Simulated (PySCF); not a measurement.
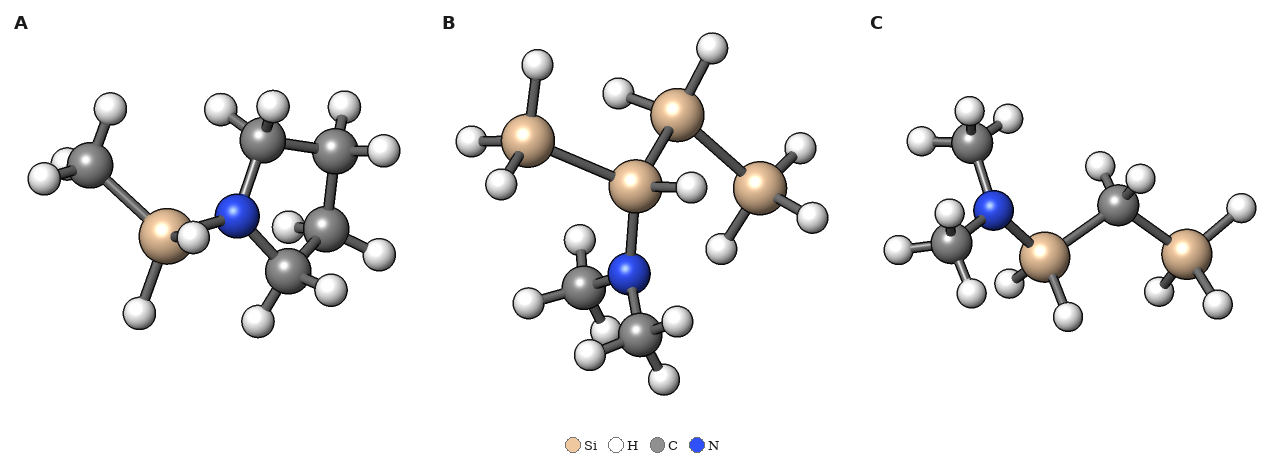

Simulated data, not a measurement (program: PySCF).

### Which panel belongs to which SMILES?
(1) C[SiH2]N1CCCC1
(2) CN(C)[SiH2]C[SiH3]
(3) CN(C)[Si@H]([SiH3])[SiH2][SiH3]

A is (1), B is (3), C is (2).
